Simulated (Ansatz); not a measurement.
# Abstraction of F: CH2FI + SiH2(CH3) → CH2I + SiH2(CH3)F

Species: CH2FI `FCI`, singlet; SiH2(CH3), doublet; CH2I `[CH2]I`, doublet; SiH2(CH3)F, singlet. A radical takes F: the energy is the difference in strength between the C–F bond broken and the Si–F bond made.

Shapes, held fixed at every level: PBE0-D4/def2-TZVP. Programs: Ansatz 0.2.0. The zero-point and thermal change to 298 K, harmonic and unscaled (PBE0-D4/def2-TZVP), is -6.4 kJ/mol.

| level | kind | ΔH(298 K) (kJ/mol) | less CCSD(T)/def2-TZVPP |
| --- | --- | --- | --- |
| HF/def2-SVP | Hartree–Fock | -194.8 | +0.3 |
| HF/def2-TZVPP | Hartree–Fock | -218.9 | -23.8 |
| SPW92/def2-TZVPP | LDA | -159.8 | +35.3 |
| PBE-D4/def2-TZVPP | GGA | -165.9 | +29.2 |
| BHLYP-D4/def2-TZVPP | global hybrid | -203.5 | -8.4 |
| r2SCAN0-D4/def2-TZVPP | global hybrid | -196.5 | -1.4 |
| CCSD(T)/def2-SVP | coupled cluster or CI | -167.5 | +27.6 |
| CCSD(T)/def2-TZVPP | coupled cluster or CI | -195.1 | 0.0 |

The highest level, CCSD(T)/def2-TZVPP, gives ΔH(298 K) = -195.1 kJ/mol; the levels span -218.9 to -159.8. The column of differences is taken from that level and isn't an error. No measured value is set beside it here. Open shells run unrestricted. For atoms past krypton def2 sets carry core potentials with scalar relativity. Outer-core shells of I are correlated, in sets that cover them unevenly.

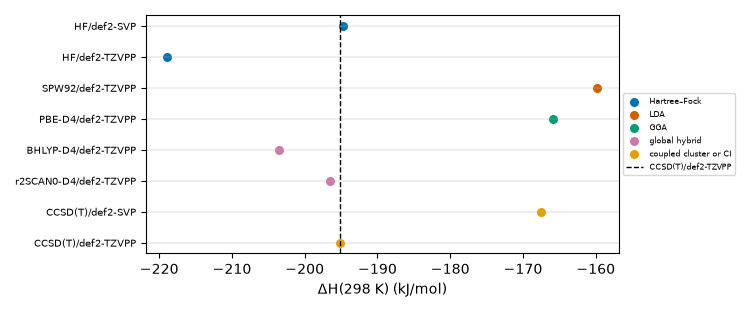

The values of the table, level by level.
